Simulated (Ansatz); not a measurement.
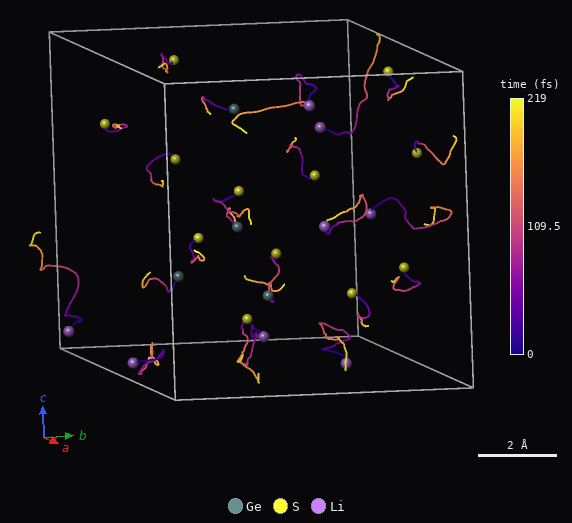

First-principles dynamics of an amorphous cell of composition Li₂GeS₃ (24 atoms in the cell), 219 fs long. Lines trace each atom's path, coloured by time; spheres stand at the starting positions. Seen slightly off an axis in the simulation cell.

The calculation used DFT PBE+D3(BJ), scalar-relativistic, plane waves, PAW in Ansatz 0.2.0. Run with plane-wave cutoff 420 eV; k-point mesh 1 × 1 × 1; Fermi-Dirac smearing 0.155 eV; volume 1.05 times that of the relaxed crystal; set temperature 1800 K; time step 1.5 fs.

How do the atoms move?

Answer. In the second half of the run the atoms are, in the root-mean-square, this far from where they began (common drift taken out): Li 1.84 Å, S 0.93 Å, Ge 0.69 Å. Against the typical shortest distance between atoms in the first frame, about 2.4 Å these are large excursions, but over 219 fs one can't yet tell strong vibration from the start of diffusion. 4 of the 24 free atoms end more than three quarters of that spacing from the start. Bond changes: one S–S bond forms at about 78 fs.

Limits of the set-up: the periodic images lie only 8.1 Å apart, so the values are limited by the cell's size.

Cost: 7.7 min on 2 threads of Arm Neoverse V1, on a shared host, peak memory 0.69 GiB.
